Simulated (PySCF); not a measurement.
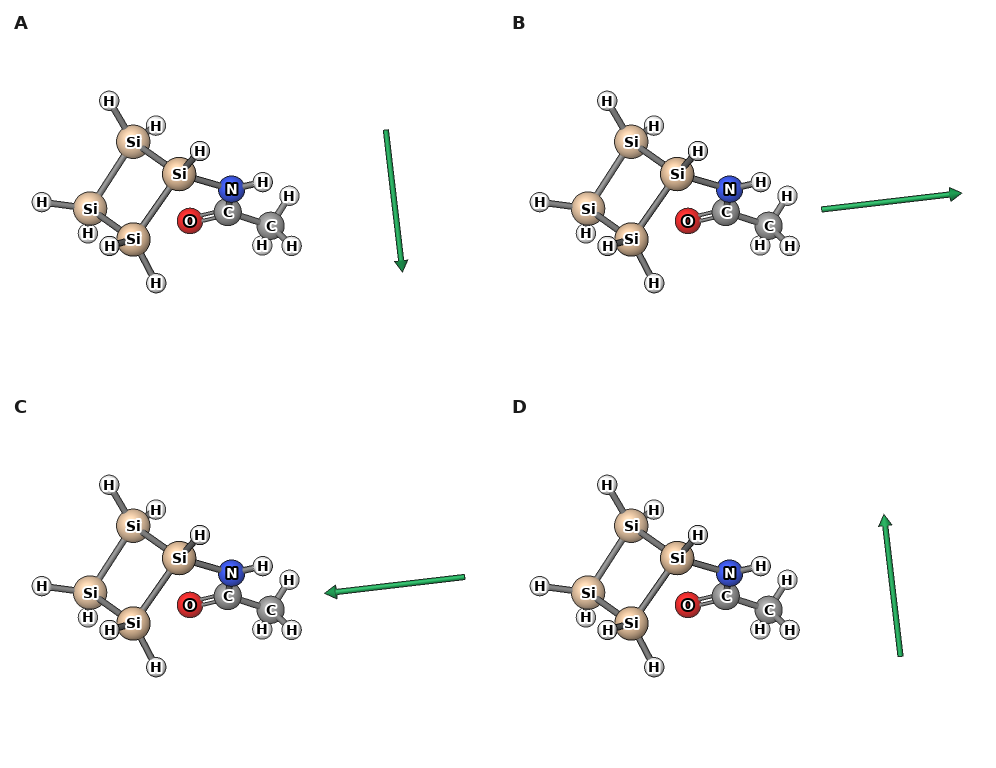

The same molecule four times, each with an arrow. The geometry was computed by an optimisation with GFN2-xTB. No frequency run is at hand to confirm it as a minimum. Properties computed with PBE0/pcSseg-1, gas phase (PySCF 2.14.0).

Which arrow points along the dipole moment, from the negative to the positive end?

Answer. B. The dipole moment is 4.09 D.

The geometry is semi-empirical. Around Si such bond lengths and angles can be off by a tenth of an ångström or more and by several degrees, and values that hang on the shape move with them.
